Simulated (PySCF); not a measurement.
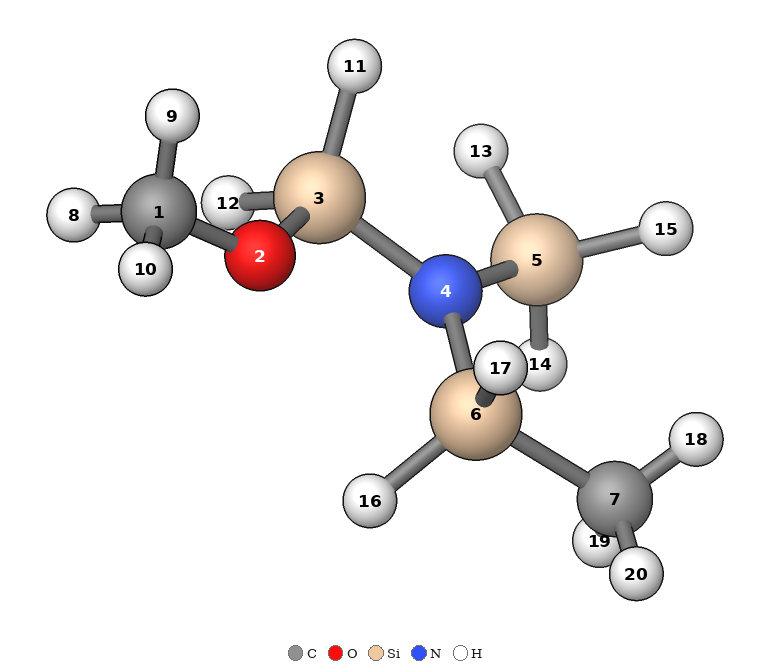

The computed structure is the end point of a PBE0-D3(BJ)/def2-SVP optimisation. No frequency run is at hand to confirm it as a minimum.

Question: How are the neighbours of atom 4 arranged?

Answer: N4 has 3 neighbours (Si3 at 1.74, Si5 at 1.75, Si6 at 1.77 Å); the arrangement is trigonal planar.

Question: Describe the coordination of atom 5.

Answer: Si5 has 4 neighbours (N4 at 1.75, H13 at 1.50, H14 at 1.49, H15 at 1.49 Å); the arrangement is tetrahedral.

Question: How are the neighbours of atom 6 arranged?

Answer: Si6 has 4 neighbours (N4 at 1.77, C7 at 1.88, H16 at 1.49, H17 at 1.49 Å); the arrangement is tetrahedral.

Question: What is the geometry at Si3?

Answer: Si3 has 4 neighbours (O2 at 1.66, N4 at 1.74, H11 at 1.50, H12 at 1.50 Å); the arrangement is tetrahedral.

Question: What is the dihedral angle O2–Si3–N4–Si6?

Answer: 1° in size, that is syn (eclipsed).
